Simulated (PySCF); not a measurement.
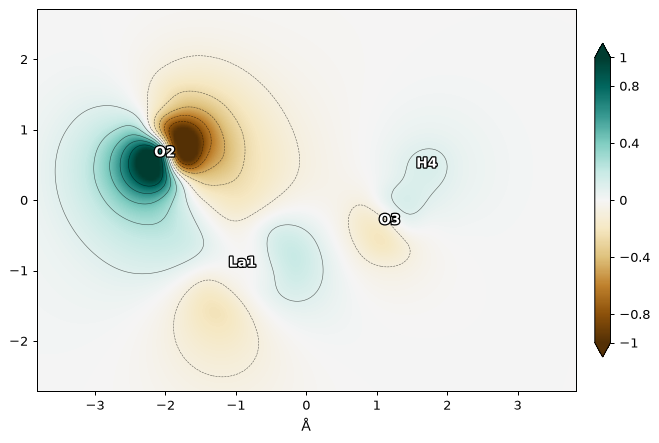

The picture shows: HLaO2 (La(O)(OH)). The HOMO−1 on the molecular plane (values in Å⁻³ᐟ²; the overall sign is arbitrary).

Core potentials replace the inner electrons of La.

Level of theory: RKS PBE0, La lcecp-1-SVP with ECP46, O def2-SVP, H def2-SVP; non-relativistic Hamiltonian with scalar-relativistic core potentials where named; density fitting (PySCF 2.14.0).

### Where does this orbital lie, and at what energy?

It lies mainly on O2 (about 75 %) and La1 (about 20 %); it is symmetric in the molecular plane (an in-plane orbital: σ, lone-pair or in-plane π type). Its energy is −6.73 eV.
